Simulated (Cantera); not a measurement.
Feed: 1 mol Pb, 1.5 mol O2, 29 mol N2, held at 1.00 bar.

Method: chemical equilibrium by Gibbs-energy minimisation in Cantera with the NASA 1993 tables (ideal gas, pure condensed phases). Candidate condensed phases: Pb, PbO, PbO2, Pb3O4; 12 gas species. Gases not in the tables: (PbO)n polymers. Kinetics and transport are ignored.

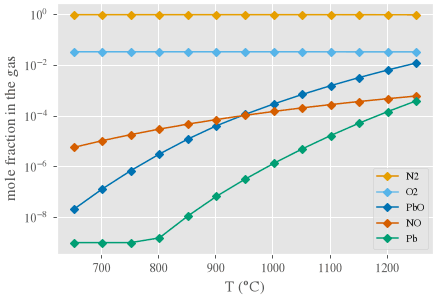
Figure. Equilibrium gas composition (values under 1e-9 drawn at 1e-9)

From 652 °C to 852 °C the condensed part is PbO(yellow). From 902 °C to 1252 °C the condensed part is PbO(l).
